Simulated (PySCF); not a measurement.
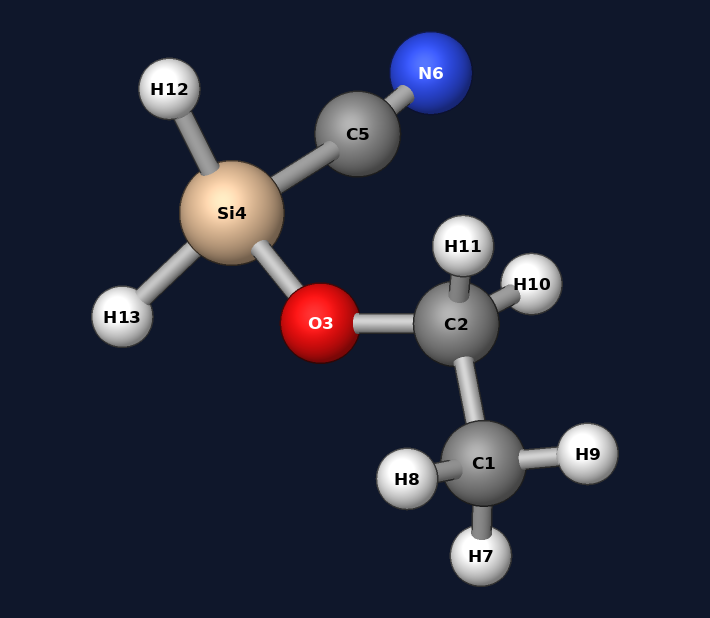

Geometry: a frame of a GFN2-xTB molecular-dynamics simulation, not a minimum. Method: GIAO PBE0/pcSseg-1 NMR shielding, non-relativistic, gas phase (PySCF 2.14.0). Principal shieldings σ11 ≤ σ22 ≤ σ33, span Ω = σ33 − σ11, skew κ = 3(σiso − σ22)/Ω.

Give the shielding tensors of the O atoms.

| atom | σ11 | σ22 | σ33 | σiso | Ω | κ |
| --- | --- | --- | --- | --- | --- | --- |
| O3 | 271.0 | 284.9 | 322.8 | 292.9 | 51.8 | 0.46 |

Shieldings and span in ppm.
